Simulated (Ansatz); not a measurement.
# AlCl2H3Si···H2: what the fields show

Input

```
crystal:
  periodic: [false, false, false]
  atoms:
    - {symbol: Al, position_ang: [0.072184, -1.074939, 0.142779]}
    - {symbol: H, position_ang: [-1.853941, -0.478618, -1.248984]}
    - {symbol: Cl, position_ang: [0.557602, -2.304464, -1.485495]}
    - {symbol: Cl, position_ang: [-0.952934, -1.967781, 1.739634]}
    - {symbol: H, position_ang: [-2.163414, -0.365124, -0.571575]}
    - {symbol: Si, position_ang: [0.943777, 1.186599, 0.323829]}
    - {symbol: H, position_ang: [0.001275, 2.045193, 1.091864]}
    - {symbol: H, position_ang: [2.252923, 1.175821, 1.032599]}
    - {symbol: H, position_ang: [1.142426, 1.783413, -1.024752]}
basis:
  gaussian: {orbitals: def2-TZVPP}
hamiltonian: {xc: pbe0, dispersion: d4}
output: {orbitals: {seedname: orbitals}}
```

Command:

```sh
ansatz run in.yaml --threads 4 --pin off --events-out ev --progress --plain --max-ram 9574MiB
```

The product side of a reaction path; geometry: PBE0-D4/def2-TZVP.

These are results of RKS PBE0-D4/def2-TZVPP in Ansatz, not measurements.

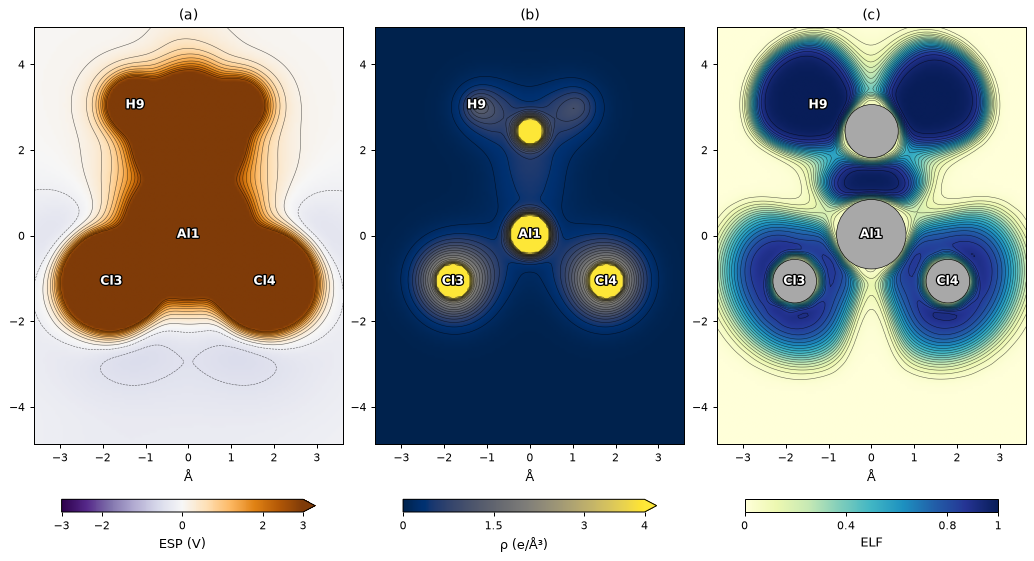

Figure 1. (a) molecular electrostatic potential; (b) electron density; (c) electron localisation function on the plane of atoms Cl3, Al1 and Cl4. Grey discs cover the atomic cores in the ELF map.

Q: Read the bonding off the picture.

A: The section cuts through Al, Cl and H sites. Al–Cl (2.10 Å): the density is about 0.74 e/Å³ at the midpoint; the ELF peaks at about 0.85 in the valence shell of Cl, 0.9 Å from its nucleus, and is about 0.80 at the midpoint. The ELF also peaks beside Cl4 and Cl3, away from the bonds: lone-pair regions. Outside the dense part of the complex the potential is most negative (−0.5 V) near Cl4.

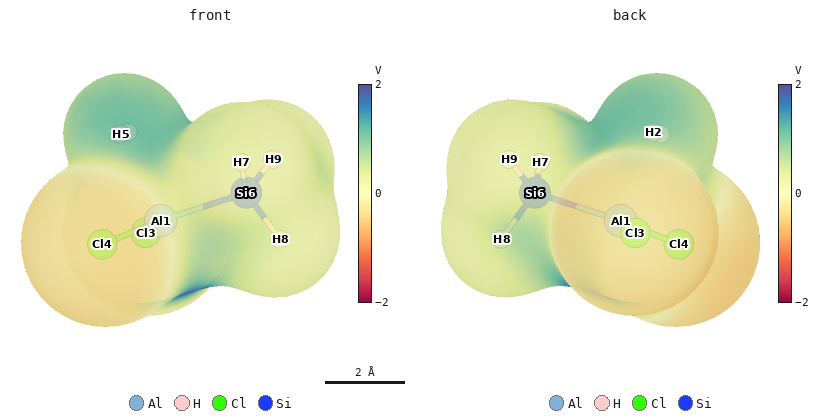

Figure 2. The molecular electrostatic potential painted on the density surface at 0.001 e/bohr³, seen from the front and from behind; red is negative and blue positive.

Q: Which sites attract a positive test charge, and which a negative one?

A: A positive charge is drawn to the negative regions and a negative charge to the positive ones. The most negative region (about −0.5 V) lies over Cl3 and Cl4, the most positive (about +1.9 V) over Al1.

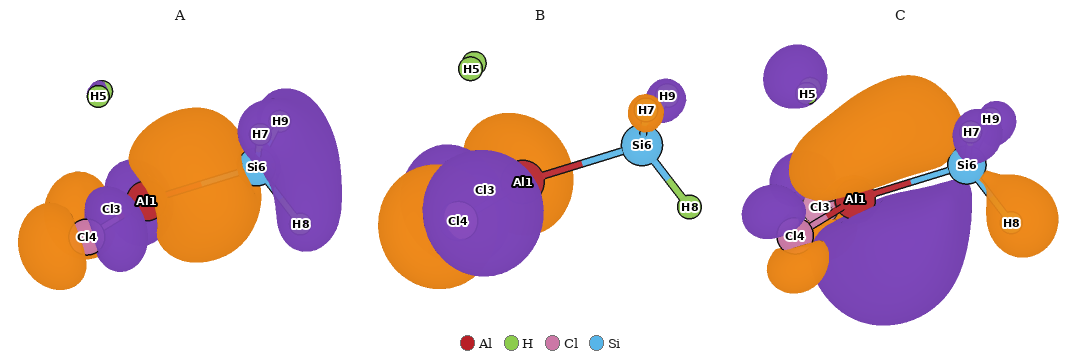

Figure 3. Three frontier orbitals at ±0.08 Å⁻³ᐟ² (orange and purple are the two phases), in no order.

Q: Which picture is the HOMO−1, the HOMO and the LUMO?

A: B is the HOMO−1 (−9.16 eV). By Hirshfeld shares it lies mainly on Cl4 (about 45 %) and Cl3 (about 45 %); largely a combination of lone pairs on Cl4 and Cl3. A is the HOMO (−8.18 eV). Its weight (Hirshfeld) is mainly on Si6 (about 40 %), Al1 (about 25 %), Cl3 (about 15 %) and Cl4 (about 15 %). C is the LUMO (−1.36 eV). Its weight (Hirshfeld) is mainly on Al1 (about 50 %), Si6 (about 20 %), Cl4 (about 5 %) and Cl3 (about 5 %).

Q: What is the HOMO–LUMO gap?

A: 6.82 eV between the orbital energies.
